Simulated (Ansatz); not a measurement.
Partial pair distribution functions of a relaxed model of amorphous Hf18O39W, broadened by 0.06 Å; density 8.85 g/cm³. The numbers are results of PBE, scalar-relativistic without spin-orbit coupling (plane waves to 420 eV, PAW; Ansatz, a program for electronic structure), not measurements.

The cell was made by melting and quenching with the CHGNet potential and then relaxed with DFT. O atoms were pushed apart under 1.9 Å during the dynamics, to hinder bonds among them. The hot cell started wider than the set density and was brought back towards it in steps. It is the lowest in DFT energy of 2 quenches. It is a model cell: composition and starting density were chosen by hand, and all elements were melted together. No dispersion term was used. Its density started from a set value of 8.85 and ended at 8.85 g/cm³. The quench (nominally 380 K/ps over its main leg) was far faster than any real one, so the model tends to hold more defects than a real film. Values belong to this one cell and scatter from quench to quench. The volume was held where the preparation left it and the shape relaxed, at a PBE pressure of 0.3 GPa.

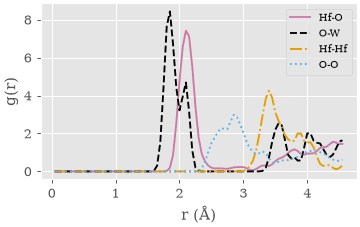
Fig. 1. Partial pair distribution functions

Highest peaks under 4.5 Å: Hf-O near 2.10 Å, O-W near 1.85 Å, Hf-Hf near 3.40 Å, O-O near 2.85 Å; pairs of few atoms are noisy.

Within 2.54 Å each Hf has 6.17 O neighbours on average.
